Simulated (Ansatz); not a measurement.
# CHB (singlet): inputs that go wrong at scale of all distances = 1.117

3 inputs are run for CHB (singlet) as typed; the log has to tell whether the result can be used and what must change.

The runs use Ansatz 0.2.0, Gaussian basis; the settings change from run to run.

18 further runs of the same task are left out: 2 for a mislabelled method, 1 for a known fault of the program, 14 that didn't finish, 1 set aside as unsound or not needed.

### Step 1. The geometry

The geometry derives from a PBE0/def2-TZVP stationary point (not a proven minimum). All distances are scaled together.

3 atoms, charge 0, spin multiplicity 1.

Atoms are counted from 1 here; the program's logs count them from 0.

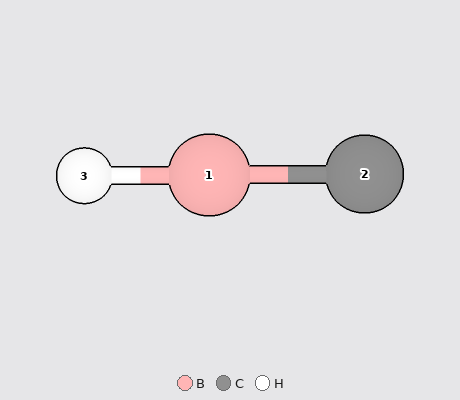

The structure; boron pink, carbon grey, hydrogen white; atoms are numbered from 1 in the order of the file.

### Step 2. Try 1

The input, in.yaml:

```yaml
crystal:
  periodic: [false, false, false]
  atoms:
    - {symbol: B, position_ang: [0.000000, 0.000000, 0.106867]}
    - {symbol: C, position_ang: [0.000000, 0.000000, -1.528596]}
    - {symbol: H, position_ang: [0.000000, 0.000000, 1.421728]}
basis:
  gaussian: {orbitals: cc-pVDZ, fitting: {mean_field: def2-universal-jkfit}}
correlation: {method: sc_nevpt2, electrons: outside_noble_gas, active_space: {window: {electrons: 2, orbitals: 2}, states: [{multiplicity: 1, weights: [1, 1]}], root: 2}}
accuracy: high
scf: {lower_state_search: light}
```

Command:

```console
> ansatz run in.yaml --threads 1 --pin off --events-out ev --progress --plain --max-ram 2393MiB
```

Log:

```text
Error: the active space averages no state 2, counted from zero
```

Run time: 0.03 s. Hardware: 1 thread of Arm Neoverse V1, shared host.

Diagnosis: The run was refused. The root asked for lies beyond the states averaged. Cure: average more states or name a lower root.

### Step 3. Try 2

The input, in.yaml:

```yaml
crystal:
  periodic: [false, false, false]
  atoms:
    - {symbol: B, position_ang: [0.000000, 0.000000, 0.106867]}
    - {symbol: C, position_ang: [0.000000, 0.000000, -1.528596]}
    - {symbol: H, position_ang: [0.000000, 0.000000, 1.421728]}
basis:
  gaussian: {orbitals: def2-SVP}
correlation: {active_space: {ras: {orbitals: [6, 0, 27], electrons: 13, max_holes: 2, max_particles: 2}, fixed_orbitals: true}}
```

Launched as before.

Log:

```text
Functional definition: HF
  name "HF"
  cite "Fock, Z. Phys. 61, 126 (1930) doi:10.1007/BF01340294"
  parent pbe
  exchange = exact_x
  correlation = 0
345 factors; integrals over basis functions are off by at most 1.2e-3 eV
mean field evaluation 1: about -1708.2884 eV, gradient 1.2e1 eV
mean field evaluation 2: about -1708.2898 eV, gradient 1.2e1 eV
mean field evaluation 4: about -1709.1121 eV, gradient 2.2e0 eV
mean field evaluation 8: about -1709.1588 eV, gradient 8.7e-2 eV
mean field evaluation 16: about -1704.6225 eV, gradient 5.6e-2 eV
mean field evaluation 32: about -1704.3206 eV, gradient 5.8e0 eV
mean field -1709.15888776 eV, -62.8104306157 hartree, gradient 3.0e-6 eV, S^2 0.000000; 6 other end points of the search recorded, 0 dependent functions left out
reference -1709.15888776 eV, -62.8104306157 hartree; 6, 6 occupied and 27, 27 virtual orbitals, 345 factors
Error: 13 electrons in 33 orbitals form no window around the highest filled level of the reference
```

Wall time 0.18 s (1 thread of Arm Neoverse V1, shared host).

**Diagnosis.** The run stopped with an error. The electron count of the restricted space is wrong. Fix: count the correlated electrons again.

### Step 4. Try 3

The input, in.yaml:

```yaml
crystal:
  periodic: [false, false, false]
  atoms:
    - {symbol: B, position_ang: [0.000000, 0.000000, 0.106867]}
    - {symbol: C, position_ang: [0.000000, 0.000000, -1.528596]}
    - {symbol: H, position_ang: [0.000000, 0.000000, 1.421728]}
basis:
  gaussian: {orbitals: aug-cc-pVDZ}
magnetization: {spin_polarized: false}
hamiltonian: {pseudopotentials: {relativity: none}}
correlation: {method: sc_nevpt2, electrons: valence}
output: {forces: true}
```

The command is unchanged.

Log:

```text
Error: this correlation method needs an active space: name one as the reference
```

It took 0.03 s on 1 thread of Arm Neoverse V1, shared host.

Diagnosis: The run was refused. This method needs an active space and has none. Cure: add an active_space block.

### Step 5. Summary

```csv
try,level,ended,cause,time
1,"NEVPT2(2,2)/cc-pVDZ",refused,the root asked for lies beyond the states averaged,0.03 s
2,CISD/def2-SVP,stopped by an error,the electron count of the restricted space is wrong,0.18 s
3,'sc_nevpt2'/aug-cc-pVDZ,refused,this method needs an active space and has none,0.03 s
```

2 refused, 1 stopped by an error.
